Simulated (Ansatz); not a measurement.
# BF2H5O: the cost of one run

Method: RKS revPBE/6-31G*, in Ansatz 0.2.0.

### Step 1. The structure to begin with

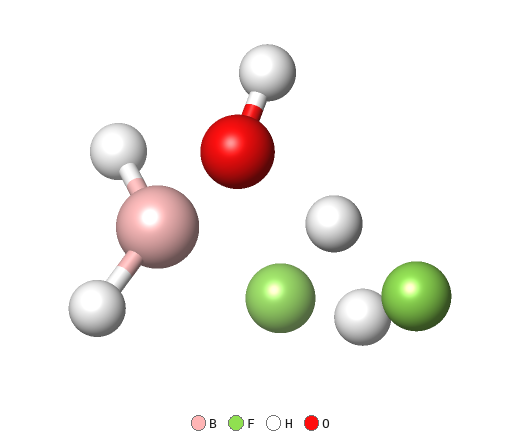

Start, viewed from a chosen angle; boron pink, fluorine green, hydrogen white, oxygen red.

As a file:

```xyz
9

B    -0.8010   -0.2265   -0.6900
F     0.4881    0.7689   -1.0958
H    -0.6005   -1.2414   -1.2238
H    -1.7680    0.4069   -0.8238
H     0.7808   -0.2702    1.0229
O    -0.4764   -0.4577    1.0071
H     1.3964    0.5592   -0.3446
F     1.8511    0.1694    0.6923
H    -0.8707    0.2915    1.4556
```

### Step 2. Pulling towards end A

Springs on the bonds that form and break draw the guess towards this end; the thresholds are loose.

Contents of input.yaml:

```yaml
crystal:
  periodic: [false, false, false]
  atoms:
    - { symbol: B, position_ang: [-0.801, -0.2265, -0.69] }
    - { symbol: F, position_ang: [0.4881, 0.7689, -1.0958] }
    - { symbol: H, position_ang: [-0.6005, -1.2414, -1.2238] }
    - { symbol: H, position_ang: [-1.768, 0.4069, -0.8238] }
    - { symbol: H, position_ang: [0.7808, -0.2702, 1.0229] }
    - { symbol: O, position_ang: [-0.4764, -0.4577, 1.0071] }
    - { symbol: H, position_ang: [1.3964, 0.5592, -0.3446] }
    - { symbol: F, position_ang: [1.8511, 0.1694, 0.6923] }
    - { symbol: H, position_ang: [-0.8707, 0.2915, 1.4556] }
basis:
  gaussian: { orbitals: "6-31G*" }
hamiltonian:
  xc: revpbe
relax:
  f_tol: 0.15
  max_steps: 25
  restrain:
    - { distance: [0, 5], at: 2.8, k: 30.0 }
    - { distance: [4, 7], at: 2.18, k: 30.0 }
    - { distance: [6, 1], at: 2.18, k: 30.0 }
    - { distance: [0, 1], at: 1.41, k: 30.0 }
    - { distance: [4, 5], at: 0.97, k: 30.0 }
    - { distance: [6, 7], at: 0.88, k: 30.0 }
```

The run is started by

```
ansatz run input.yaml --threads 1 --pin off --max-ram 2048MiB --backend cpu --events-out ev --progress --plain --runs-dir out
```

What time and memory should one allow on 1 thread of Intel Xeon Platinum 8488C (Sapphire Rapids), shared host?

About 13 s, with a peak of 0.15 GiB.
